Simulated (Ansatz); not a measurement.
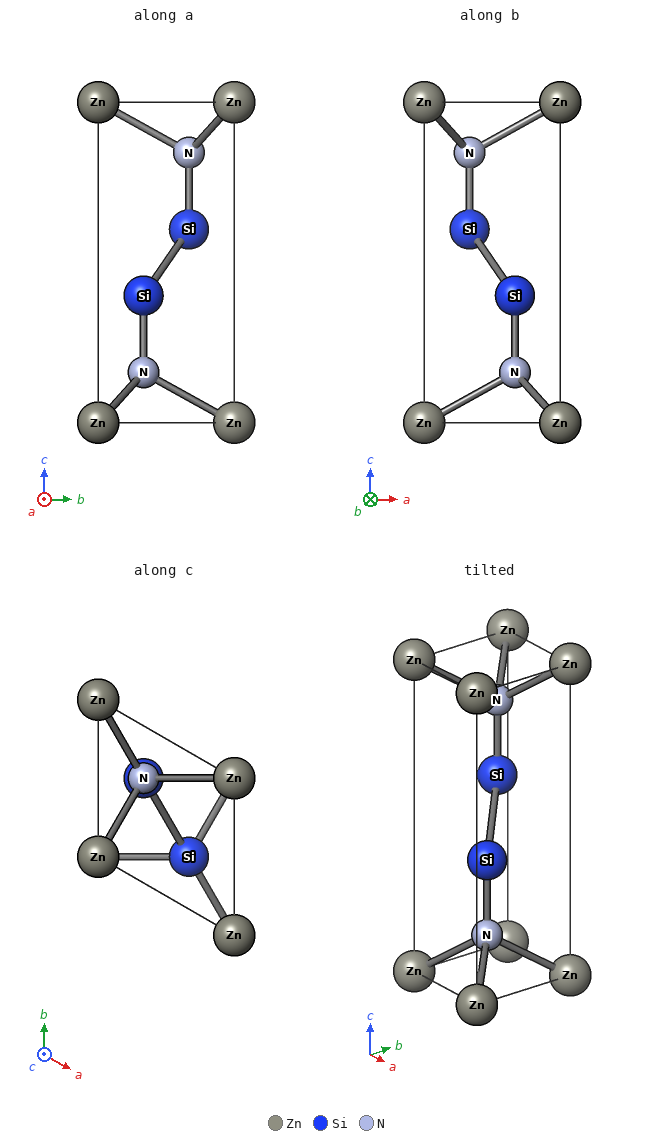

This ball-and-stick model is shown along the a axis, along the b axis, along the c axis and slightly off an axis. The edges of the conventional unit cell are marked.

Lattice parameters: a = 3.3619 Å, b = 3.3619 Å, c = 6.8571 Å, α = 90.000°, β = 90.000°, γ = 120.000°.

Q: Write the structure as a CIF with its space group and independent sites, with free fractional coordinates to two decimals.

A:
```cif
data_structure
_symmetry_space_group_name_H-M 'P -3 m 1'
_symmetry_Int_Tables_number 164
_cell_length_a 3.3619
_cell_length_b 3.3619
_cell_length_c 6.8571
_cell_angle_alpha 90.000
_cell_angle_beta 90.000
_cell_angle_gamma 120.000
_cell_volume 67.12
loop_
_atom_site_label
_atom_site_type_symbol
_atom_site_symmetry_multiplicity
_atom_site_Wyckoff_symbol
_atom_site_fract_x
_atom_site_fract_y
_atom_site_fract_z
_atom_site_occupancy
Zn1 Zn 1 a 0.00 0.00 0.00 1
Si1 Si 2 d 0.3333 0.6667 0.60 1
N1 N 2 d 0.3333 0.6667 0.84 1
```

It goes back to a structure type filled with these elements by a generator (whether the compound takes this form wasn't checked). This is the structure after a relaxation with DFT PBE, scalar-relativistic, plane waves, PAW in Ansatz 0.2.0.
